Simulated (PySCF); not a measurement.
Consider C$_{8}$H$_{11}$PSi.

```tsv
atom	x (Å)	y (Å)	z (Å)
Si	3.5097	-0.1209	0.9611
C	1.8959	-0.7063	0.1712
P	1.7686	-0.6886	-1.6805
C	0.9467	0.3354	-0.3554
C	-0.5099	0.2800	-0.1427
C	-1.2438	1.4644	-0.1743
C	-2.6109	1.4564	0.0268
C	-3.2737	0.2644	0.2654
C	-2.5570	-0.9197	0.2958
C	-1.1901	-0.9121	0.0924
H	3.1700	0.5858	2.2001
H	4.1948	0.7871	0.0413
H	4.3354	-1.2937	1.2462
H	1.4320	-1.5676	0.6399
H	0.7388	-1.6376	-1.7551
H	1.3356	1.3522	-0.3416
H	-0.7326	2.3989	-0.3589
H	-3.1608	2.3857	-0.0015
H	-4.3414	0.2577	0.4265
H	-3.0658	-1.8551	0.4793
H	-0.6506	-1.8493	0.1183
```

Geometry: GFN2-xTB.

Theory: PBE0/pcSseg-1, SCF density, gas phase, non-relativistic (PySCF).

Question: What will maps of the electron density and electron localisation function show?

Answer: C–C (1.38 Å): ρ is about 2.1 e/Å³ halfway; the ELF peaks at about 0.95 between the atoms (a covalent bond).
C–H (1.08 Å): ρ is about 2 e/Å³ halfway; the ELF climbs to about 1 towards the hydrogen, as it does in any bond to H: an ordinary covalent bond to hydrogen.
C–C (1.47 Å): ρ is about 1.8 e/Å³ halfway; the ELF peaks at about 0.95 between the atoms: a shared electron pair.

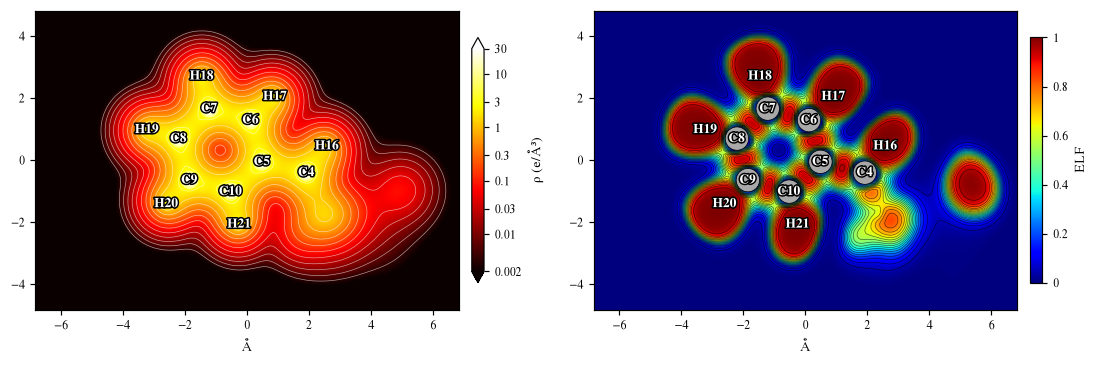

Computed electron density and electron localisation function on the plane of atoms C8, C9 and H20, in this order. Grey discs cover the atomic cores in the ELF map. 
